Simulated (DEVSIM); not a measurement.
Structure: abrupt GaAs n-p junction, at 300 K.

```tsv
layer (left to right)	material	thickness (μm)	Nd (cm⁻³)	Na (cm⁻³)	τn (s)	τp (s)
1	GaAs	75.0	6.9e15	-	1e-8	1e-8
2	GaAs	0.450	-	7.5e14	1e-8	1e-8
```

Left contact: ohmic. Right contact: ohmic. Voltage is applied to the left contact. Recombination: SRH at mid-gap. Mobility is μmin + (μ − μmin)/(1 + (N/Nref)^α).

The device is made up for the run: typed textbook-type constants, with dimensions and the other settings drawn at random. Values at 300 K.

| parameter | GaAs |
|---|---|
| gap (eV) | 1.424 |
| affinity (eV) | 4.07 |
| permittivity | 12.9 |
| Nc (cm⁻³) | 4.7e17 |
| Nv (cm⁻³) | 9e18 |
| μn (cm²/Vs) | 8500 |
| μp (cm²/Vs) | 400 |
| μn,min | 500 |
| μp,min | 20 |
| Nref,n | 6e16 |
| Nref,p | 1.5e17 |
| αn | 0.39 |
| αp | 0.38 |

Model (solved in DEVSIM): 1D drift-diffusion, Boltzmann statistics, complete ionisation; no tunnelling, impact ionisation, image-force lowering or self-heating.

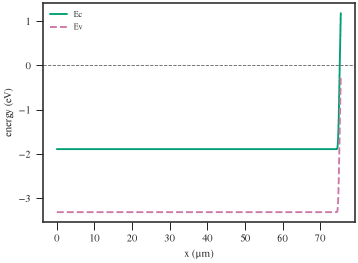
Band edges at 2.0 V on the left contact

Energies count from the Fermi level of the right contact; mesh points crowd at the junctions.

| x (μm) | Ec (eV) | Ev (eV) | n (cm⁻³) | p (cm⁻³) | field (V/cm) |
|---|---|---|---|---|---|
| 0.000 | -1.891 | -3.315 | 6.9e15 | < 1e2 | ≈ 0 |
| 0.03255 | -1.891 | -3.315 | 6.9e15 | < 1e2 | ≈ 0 |
| 0.1092 | -1.891 | -3.315 | 6.9e15 | < 1e2 | ≈ 0 |
| 0.2898 | -1.891 | -3.315 | 6.9e15 | < 1e2 | ≈ 0 |
| 1.000 | -1.891 | -3.315 | 6.9e15 | < 1e2 | ≈ 0 |
| 2.389 | -1.891 | -3.315 | 6.9e15 | < 1e2 | ≈ 0 |
| 5.659 | -1.891 | -3.315 | 6.9e15 | < 1e2 | ≈ 0 |
| 17.79 | -1.891 | -3.315 | 6.9e15 | < 1e2 | ≈ 0 |
| 40.44 | -1.891 | -3.315 | 6.9e15 | < 1e2 | ≈ 0 |
| 60.34 | -1.891 | -3.315 | 6.9e15 | < 1e2 | ≈ 0 |
| 68.79 | -1.891 | -3.315 | 6.9e15 | < 1e2 | ≈ 0 |
| 73.11 | -1.891 | -3.315 | 6.9e15 | < 1e2 | ≈ 0 |
| 74.21 | -1.891 | -3.315 | 6.9e15 | < 1e2 | ≈ 0 |
| 74.68 | -1.750 | -3.175 | 3.0e13 | < 1e2 | 15000 |
| 74.91 | -1.135 | -2.559 | 1400 | < 1e2 | 38000 |
| 74.98 | -0.878 | -2.302 | < 1e2 | 110 | 44000 |
| 75.00 | -0.758 | -2.182 | < 1e2 | 110 | 46000 |
| 75.04 | -0.594 | -2.018 | < 1e2 | 130 | 45000 |
| 75.17 | -0.032 | -1.456 | < 1e2 | 230 | 44000 |
| 75.32 | 0.637 | -0.787 | < 1e2 | 540000 | 43000 |
| 75.40 | 0.990 | -0.434 | < 1e2 | 4.6e11 | 42000 |
| 75.45 | 1.181 | -0.243 | < 1e2 | 7.5e14 | 41000 |
